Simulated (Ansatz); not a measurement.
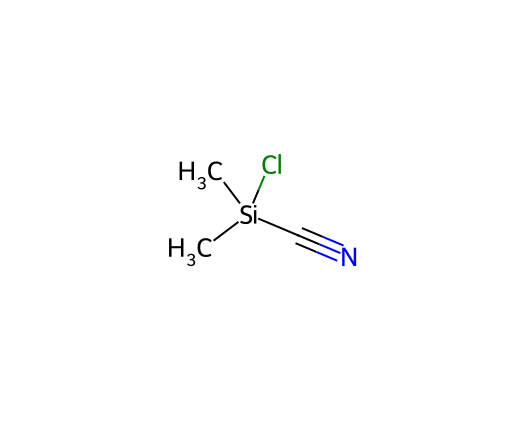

Computed geometry: PBE0-D4/def2-TZVP optimisation. Program: Ansatz 0.2.0.

Tabulate HOMO energy (eV) at these levels: B3LYP-D4/def2-TZVPP; B97M-V/def2-TZVPP; BHLYP-D4/def2-TZVPP; BLYP-D4/def2-TZVPP; CAM-B3LYP-D4/def2-TZVPP; HSE06 (plane-wave form)-D4/def2-TZVPP; PBE-D4/def2-TZVPP; r2SCAN-D4/def2-TZVPP; r2SCAN0-D4/def2-TZVPP; revPBE-D4/def2-TZVPP; ωB97X-V/def2-TZVPP.

```csv
level,HOMO energy (eV)
B3LYP-D4/def2-TZVPP,−8.86
B97M-V/def2-TZVPP,−8.15
BHLYP-D4/def2-TZVPP,−10.35
BLYP-D4/def2-TZVPP,−7.61
CAM-B3LYP-D4/def2-TZVPP,−10.48
HSE06 (plane-wave form)-D4/def2-TZVPP,−8.70
PBE-D4/def2-TZVPP,−7.74
r2SCAN-D4/def2-TZVPP,−8.08
r2SCAN0-D4/def2-TZVPP,−9.32
revPBE-D4/def2-TZVPP,−7.69
ωB97X-V/def2-TZVPP,−11.50
```
